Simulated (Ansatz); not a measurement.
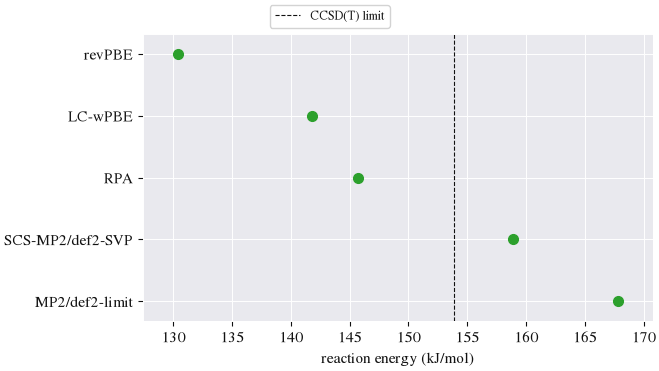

Electronic reaction energy of AlSiH₅Se ([AlH2][Se][SiH3]) + SiH₂F₂ (F[SiH2]F) → AlSiH₃F₂ (F[SiH](F)[AlH2]) + SiH₄Se ([SiH3][SeH]) (SMILES in brackets) at several levels (functionals in def2-TZVPP unless a basis is named), isolated molecules at PBE0-D4 triple-zeta geometries, minima by their frequencies, no zero-point or thermal terms, the Ansatz code 0.2.0. The line is frozen-core CCSD(T) at the basis limit (MP2 extrapolated from triple and quadruple zeta, plus CCSD(T) less MP2 in a smaller set). RPA holds a correlation term that converges slowly with the basis, so part of the distance to the limit is basis error. The distance of SCS-MP2/def2-SVP to the limit includes basis error.

Question: What range do the values span, the line included?

Answer: From 130.4 kJ/mol (revPBE) to 167.8 kJ/mol (MP2/def2-limit).

Question: Give the values.

Answer:
```tsv
level	kJ/mol	less CCSD(T) limit
revPBE	130.4	−23.5
LC-wPBE	141.8	−12.1
RPA	145.7	−8.2
SCS-MP2/def2-SVP	158.9	5.0
MP2/def2-limit	167.8	13.9
CCSD(T) limit	153.9	0.0
```

Caveats: no scalar relativity up to krypton; outer-core shells are correlated without core-valence functions, which makes the correlated values less sure.
